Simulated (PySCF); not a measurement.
# C₄H₁₁FO₂Si: what the fields show

The calculation's input:

```
{"job": {"kind": "nmr", "xc": "PBE0", "basis": "pcSseg-1"}, "charge": 0, "multiplicity": 1}
C     -3.200865     0.054406    -0.435080
Si    -1.673444     0.283378     0.671278
O     -1.497879     1.822554     1.174752
C     -0.140574    -0.305636    -0.300625
C      1.126725    -0.186522     0.519807
O      2.238178    -0.590507    -0.283451
C      3.425951    -0.624943     0.371445
F      3.869819     0.644424     0.694999
H     -4.100205     0.365936     0.087067
H     -3.333695    -0.983042    -0.722258
H     -3.135196     0.638465    -1.349810
H     -1.796082    -0.395992     1.957939
H     -1.441541     2.561389     0.573749
H     -0.006115     0.276521    -1.213670
H     -0.251060    -1.342754    -0.613532
H      1.274885     0.846412     0.855277
H      1.075018    -0.830140     1.408949
H      4.175778    -1.056212    -0.300520
H      3.380496    -1.168488     1.331982
```

Run with:

```sh
OMP_NUM_THREADS=1 python probes_run.py task.json out
```

Geometry: GFN2-xTB.

Level of theory: PBE0/pcSseg-1, SCF density, gas phase, non-relativistic (PySCF).

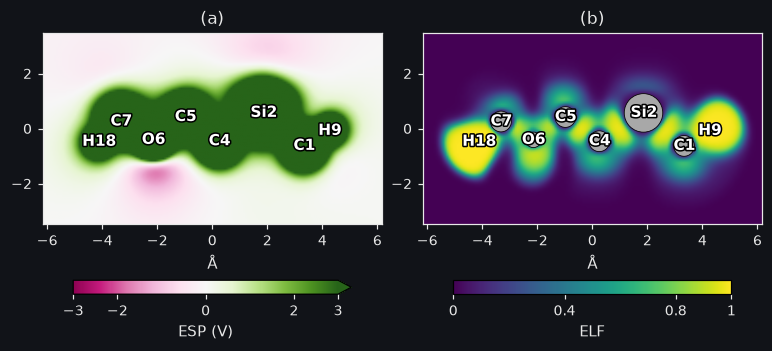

Figure 1. (a) molecular electrostatic potential; (b) ELF on the plane of atoms Si2, C4 and C5. Grey discs cover the atomic cores in the ELF map.

Interpret the plot.

Answer. Atoms in the plane: C, Si, O and H.
C–O (1.36 Å): the ELF peaks at about 0.90 between the atoms; a shared but strongly polarised pair.
C–C (1.51 Å): the ELF peaks at about 0.95 between the atoms (localised, covalent bonding).
C–Si (1.90 Å): the ELF peaks at about 0.95 between the atoms, as expected for localised, covalent bonding.
C–O (1.43 Å): the ELF peaks at about 0.90 between the atoms, as expected for a polar covalent bond.
The ELF also peaks beside O6, away from the bonds: lone-pair regions.
Outside the dense part of the molecule the potential is most negative (−1.7 V) near O6.

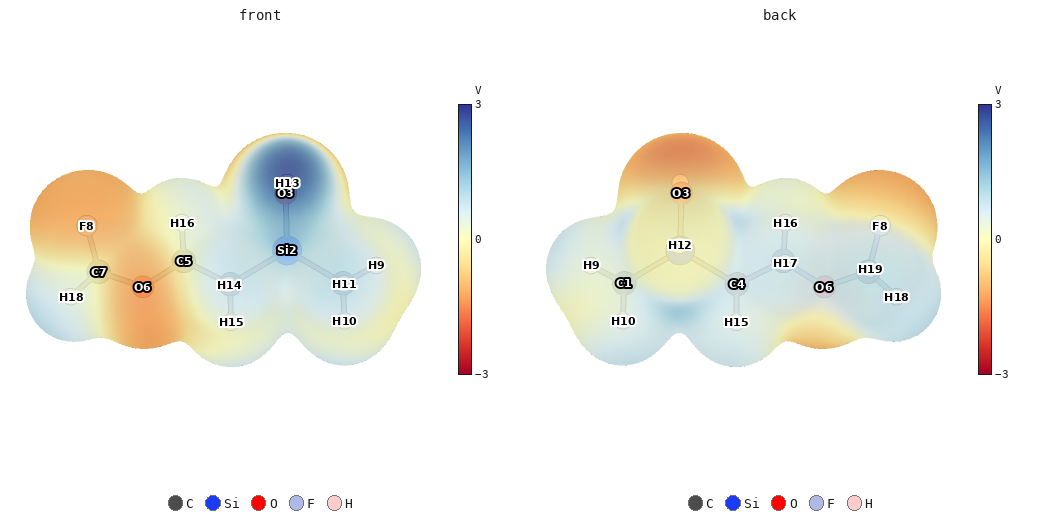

Figure 2. The electrostatic potential painted on the density surface at 0.002 e/bohr³, seen from the front and from behind; the colour scale runs from red (negative) to blue (positive).

Which sites attract a positive test charge, and which a negative one?

Answer. A positive charge is drawn to the negative regions and a negative charge to the positive ones. The most negative region (about −1.4 V, or −32 kcal/mol for a unit charge) lies over O3, the most positive (about +2.5 V, or +58 kcal/mol for a unit charge) over H13. O3 is the likeliest acceptor of a hydrogen bond.
